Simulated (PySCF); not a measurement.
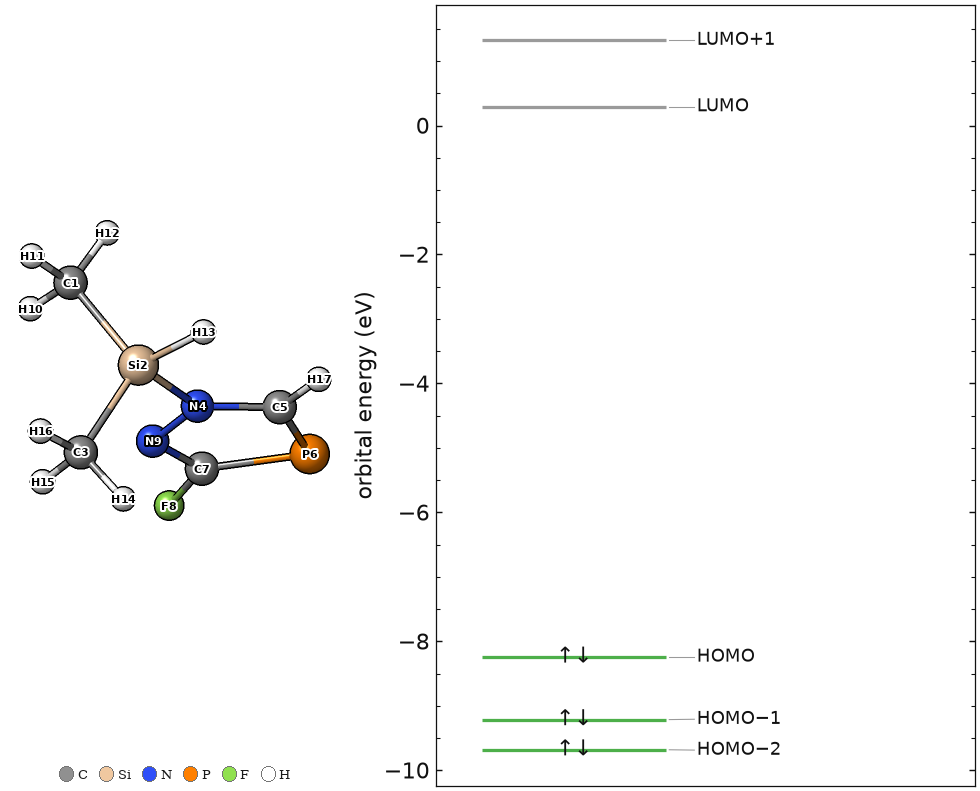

C₄H₈FN₂PSi, SMILES C[SiH](C)n1cpc(F)n1. Kohn-Sham orbital energies near the frontier, CAM-B3LYP/def2-SVPD (IEF-PCM acetonitrile), PySCF, at a PBE0-D3(BJ)/def2-SVP geometry (no frequency check); empty levels in grey, levels within 0.03 eV side by side.

Q: Where do the frontier orbitals lie?

A: HOMO at −8.24 eV, LUMO at 0.29 eV, 8.54 eV apart.

Q: How far below the HOMO does the next level lie?

A: 0.97 eV.

Q: List the levels with the atoms that carry most of them (a dash for levels above zero or within 0.03 eV of another, where shares mean little).

A:
| orbital | energy (eV) | Löwdin shares |
| --- | --- | --- |
| LUMO+1 | 1.32 | – |
| LUMO | 0.29 | – |
| HOMO | −8.24 | P6 40 %, C7 16 %, C5 15 % |
| HOMO−1 | −9.21 | N9 28 %, C5 21 %, N4 18 % |
| HOMO−2 | −9.68 | P6 50 %, N9 25 %, C7 9 % |

Caveats: one conformer of a flexible molecule; empty levels above zero depend strongly on the basis.
